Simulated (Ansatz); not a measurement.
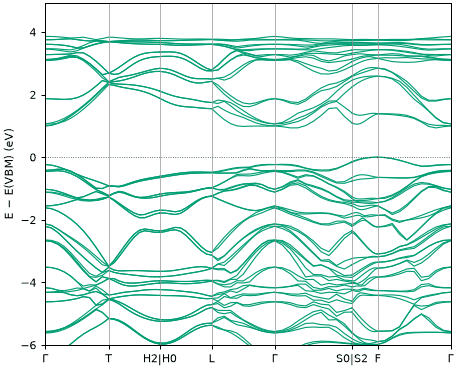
Band structure from DFT-PBEsol with spin–orbit coupling in the program Ansatz with PAW potentials

Task: Read off the gap and where the band edges lie.

Result: About 0.9 eV (0.93 eV by a search for the band edges); maximum on the S2–F line, 92 % of the way from S2, minimum on the Γ–S0 line, 25 % of the way from Γ.

The material is LaWN3 in space group R3c (No. 161; La on 6a, W on 6a, N on 18b).

The first step of the workflow began from a Materials Project structure, measured or hypothetical; the Crystallography Open Database copy checked does not list it. Whether it is the stable phase at ambient conditions was not checked. Symmetry was held in the PBEsol relaxation; phonons on a q-mesh show no instability. No spin polarisation was allowed.

Potentials: the later of the program's two PAW sets.
